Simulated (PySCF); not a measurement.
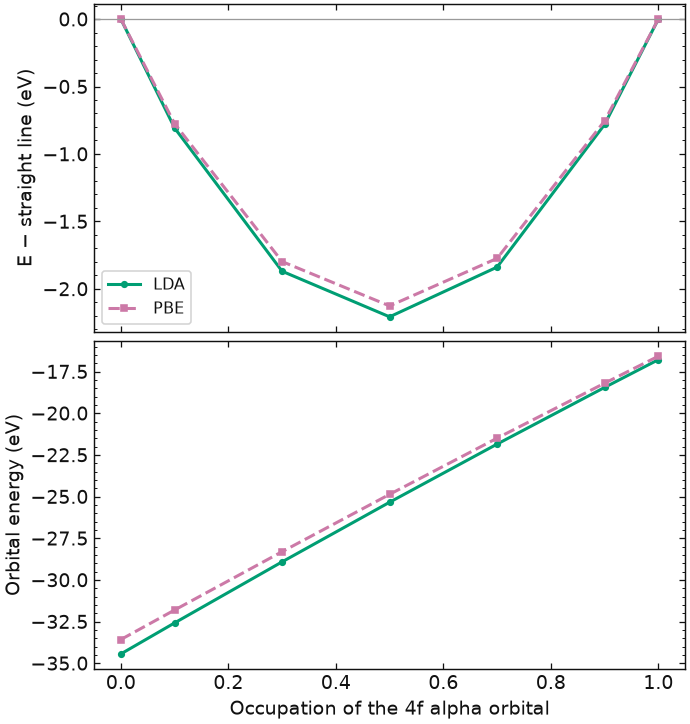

One 4f alpha orbital of Sm²⁺ ([Xe] 4f⁶) is emptied in steps. The plot gives the energy less the straight line between the integer ends; the lower panel gives the orbital energy. PySCF, def2-SVP with a 28-electron core potential, unrestricted single determinants, no spin-orbit coupling.

**What do the curves say about each method?**

LDA: convex (delocalisation error), largest departure −2.2 eV, removal energy 25.43 eV, orbital energy from −16.8 eV when full to −34.4 eV when empty; PBE: convex (delocalisation error), largest departure −2.1 eV, removal energy 24.94 eV, orbital energy from −16.6 eV when full to −33.6 eV when empty. The NIST semi-empirical removal energy is 23.55 eV. The exact energy is a straight line between whole electron numbers.
